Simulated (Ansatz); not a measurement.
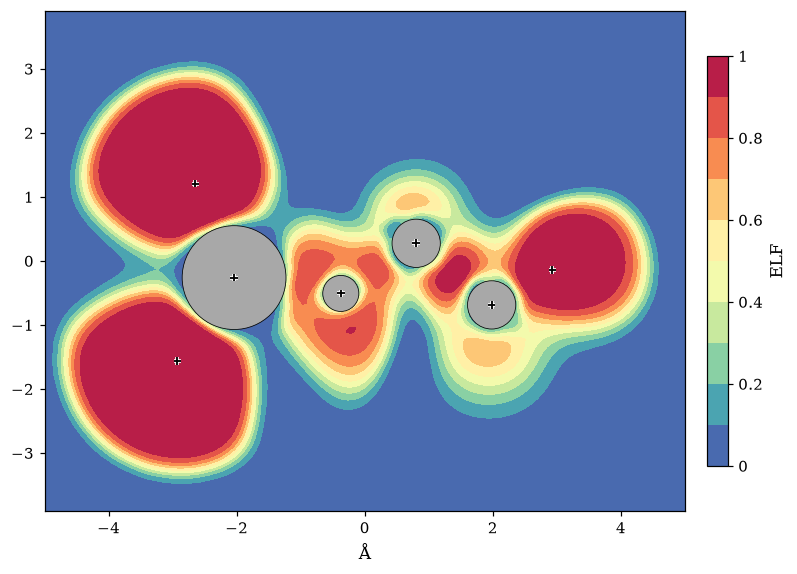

The ELF on a plane through atoms (crosses mark nuclei in the plane; grey discs cover the cores).

The calculation used RKS PBE0-D4/def2-TZVPP (Ansatz).

Candidates:
A. C₄H₁₁AlO (SMILES CC(C)(C)[O][AlH2])
B. H₄O₃SeTi (SMILES [OH][Ti]([OH])([OH])[SeH])
C. C₃H₉FGeO (SMILES CC(C)[O][GeH2][F])

Which system is this?

Candidate A: C₄H₁₁AlO on the plane of atoms C2, O5 and Al6, which holds C, O, Al and H. C–O (1.41 Å): the ELF peaks at about 0.85 between the atoms: a shared but strongly polarised pair. C–C (1.52 Å): the ELF peaks at about 0.95 between the atoms; a shared electron pair.
